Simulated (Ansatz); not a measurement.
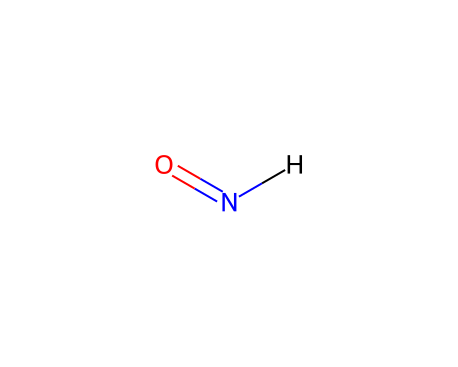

A structural formula.

Question: Give its SMILES.

Answer: N=O

Question: Give the formula, hydrogens included.

Answer: HNO.

Question: An optimisation with PBE0-D4/def2-TZVP gave a structure of which point group?

Answer: Cs.

More results for the same structure follow; atom numbers are the same in all pictures, views and colours differ. Computed geometry: PBE0-D4/def2-TZVP optimisation.

### Dipole moment

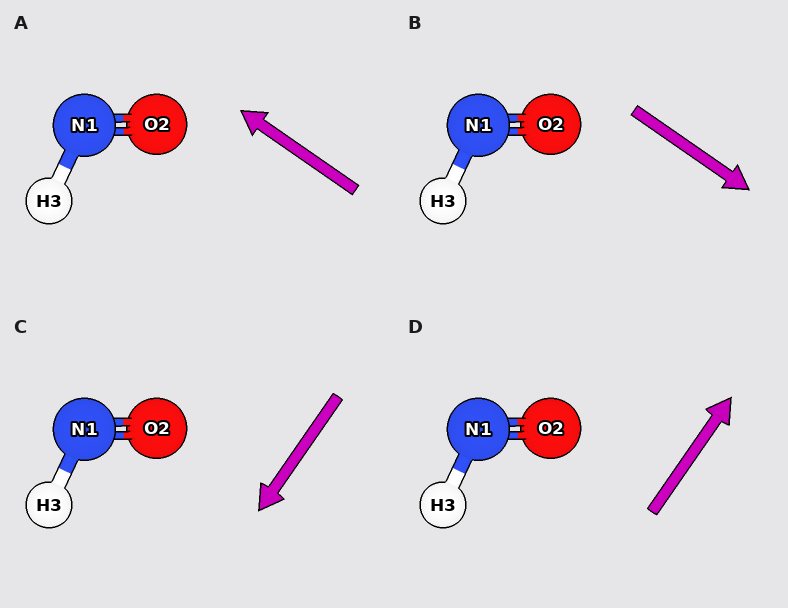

The same molecule four times, each with an arrow. Level of theory: RKS PBE0-D4/def2-TZVP (Ansatz 0.2.0).

Question: Which arrow points along the dipole moment, from the negative to the positive end?

Answer: C. The dipole moment is 1.67 D; it points from the side of O2 to the side of H3 (the outermost atoms at the two ends).

### Charges

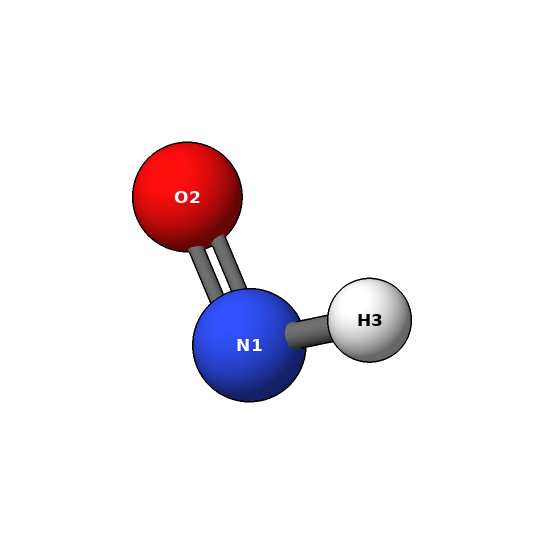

The questions are on Mulliken charges. Level of theory: RKS B3LYP-D4/def2-TZVPP (Ansatz 0.2.0).

List the Mulliken charges.

```json
{"atom": "N1", "value (e)": "0.04"}
{"atom": "O2", "value (e)": "−0.17"}
{"atom": "H3", "value (e)": "0.14"}
```

### Vibrations

Harmonic vibrations computed with RKS PBE0-D4/def2-TZVP (Ansatz 0.2.0) at a stationary point of the same level.

Question: How many vibrational modes are there, and where do they lie?

Answer: 3 modes: 1578, 1725, 2878 cm⁻¹.

Mulliken values depend strongly on the basis set and can even reverse the polarity of a bond.
